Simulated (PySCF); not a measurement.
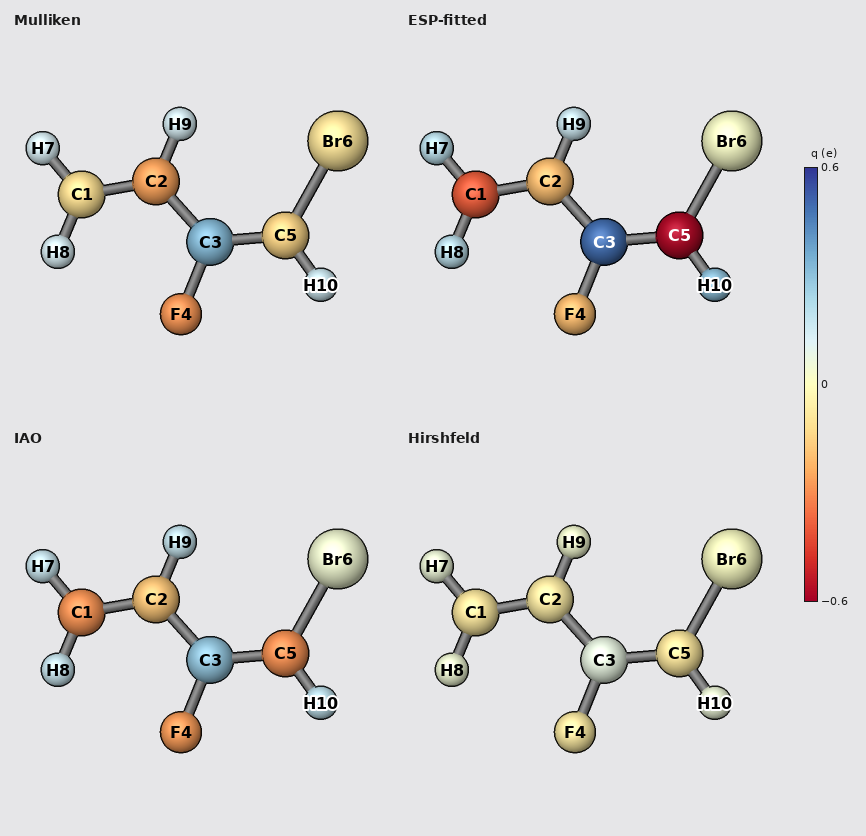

Atomic charges of one calculation by 4 schemes, on one colour scale. Computed geometry: GFN2-xTB optimisation. No frequency run is at hand to confirm it as a minimum. Method: PBE0/pcSseg-1 (PySCF 2.14.0).

Question: Which scheme gives the most polar picture (largest mean size of the charges)?

Answer: The ESP-fitted charges are the largest in size here, and the Hirshfeld charges the smallest.

Question: On which atom do the schemes disagree most?

Answer: On C5 (from −0.57 to −0.08 e).

List the charges (e), one line for each set of equivalent atoms.

```json
{"atom": "C1", "Mulliken": "−0.11", "ESP-fitted": "−0.39", "IAO": "−0.28", "Hirshfeld": "−0.08"}
{"atom": "C2", "Mulliken": "−0.25", "ESP-fitted": "−0.20", "IAO": "−0.17", "Hirshfeld": "−0.06"}
{"atom": "C3", "Mulliken": "0.32", "ESP-fitted": "0.49", "IAO": "0.29", "Hirshfeld": "0.08"}
{"atom": "F4", "Mulliken": "−0.28", "ESP-fitted": "−0.20", "IAO": "−0.27", "Hirshfeld": "−0.07"}
{"atom": "C5", "Mulliken": "−0.14", "ESP-fitted": "−0.57", "IAO": "−0.29", "Hirshfeld": "−0.08"}
{"atom": "Br6", "Mulliken": "−0.09", "ESP-fitted": "0.02", "IAO": "0.04", "Hirshfeld": "0.01"}
{"atom": "H7", "Mulliken": "0.13", "ESP-fitted": "0.20", "IAO": "0.16", "Hirshfeld": "0.06"}
{"atom": "H8", "Mulliken": "0.13", "ESP-fitted": "0.19", "IAO": "0.16", "Hirshfeld": "0.05"}
{"atom": "H9", "Mulliken": "0.14", "ESP-fitted": "0.16", "IAO": "0.17", "Hirshfeld": "0.04"}
{"atom": "H10", "Mulliken": "0.16", "ESP-fitted": "0.30", "IAO": "0.19", "Hirshfeld": "0.06"}
```

The geometry is semi-empirical. Around Br such bond lengths and angles can be off by a tenth of an ångström or more and by several degrees, and values that hang on the shape move with them.
